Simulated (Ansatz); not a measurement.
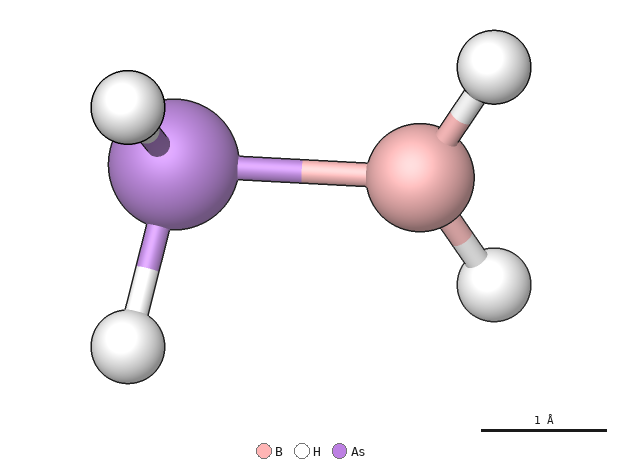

The picture shows a molecular structure as a ball-and-stick model.

The geometry was computed by an optimisation with PBE0-D4/def2-TZVP.

Description:

It has 6 atoms: 1 arsenic, 1 boron and 4 hydrogen (AsBH4). This geometry has Cs symmetry. Coordination: 1 B trigonal planar; 1 As trigonal pyramidal.

More results for the same structure follow; atom numbers are the same in all pictures, views and colours differ.

## Geometry

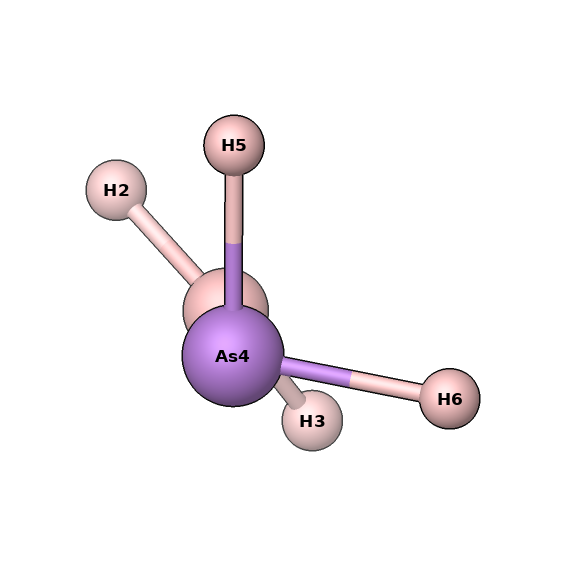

B1 lies behind As4. The molecule seen nearly along the As4–B1 bond, As4 in front. Atoms fade into the background with distance from the viewer.

> What is the torsion angle H5–As4–B1–H2? The sign is positive where the front bond must turn clockwise to cover the back bond.

−44°, synclinal (gauche).

## Dipole moment

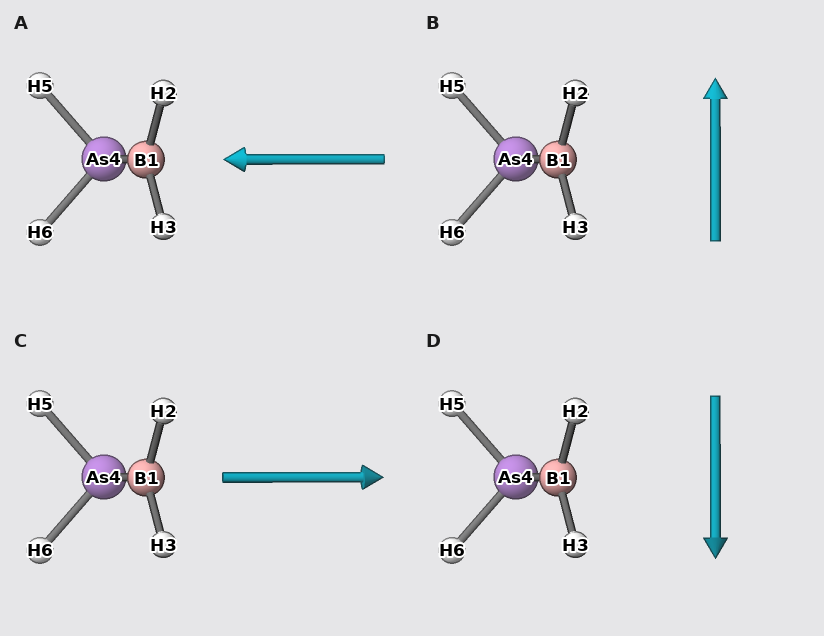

The same molecule four times, each with an arrow. Properties computed with RKS PBE0-D4/def2-TZVP (Ansatz 0.2.0).

> Which arrow points along the dipole moment, from the negative to the positive end?

A. The dipole moment is 0.48 D; it points from the side of H2, H3 to the side of H5, H6 (the outermost atoms at the two ends).

## Vibrations

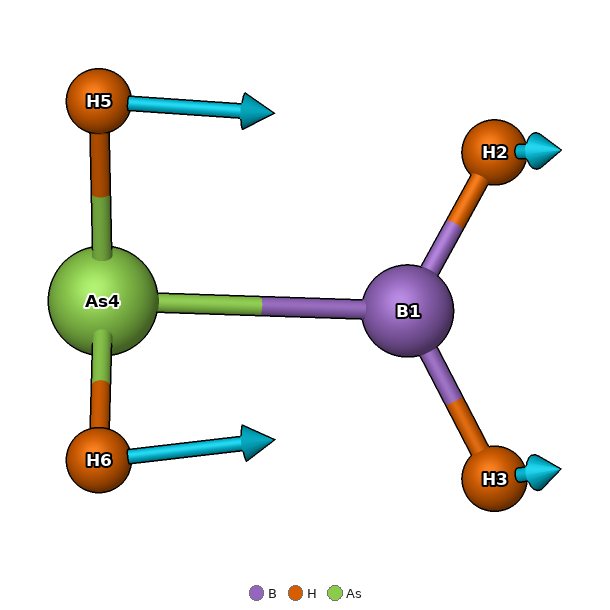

The arrows show one normal mode. Harmonic vibrations computed with RKS PBE0-D4/def2-TZVP (Ansatz 0.2.0) at a stationary point of the same level.

> What kind of motion is it?

Mostly B–As–H bending.

> At what wavenumber does it lie?

403 cm⁻¹; it is mode 2 of 12 counted from the lowest.

## Electronic properties

Method: RKS PBE0-D4/def2-TZVPP (Ansatz 0.2.0).

> Give the LUMO energy (Kohn–Sham orbital) at this level.

−1.95 eV.

> What is the HOMO energy (Kohn–Sham orbital)?

−7.42 eV.

## Charges

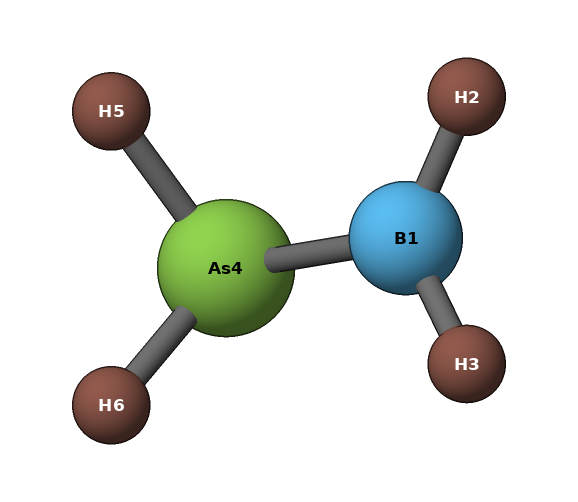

The questions are on Mulliken charges. Method: RKS PBE0-D4/def2-TZVP (Ansatz 0.2.0).

Give the Mulliken charges atom by atom.

```json
{"atom": "B1", "value (e)": "−0.09"}
{"atom": "H2", "value (e)": "0.04"}
{"atom": "H3", "value (e)": "0.04"}
{"atom": "As4", "value (e)": "−0.12"}
{"atom": "H5", "value (e)": "0.07"}
{"atom": "H6", "value (e)": "0.07"}
```

Mulliken values depend strongly on the basis set and can even reverse the polarity of a bond.
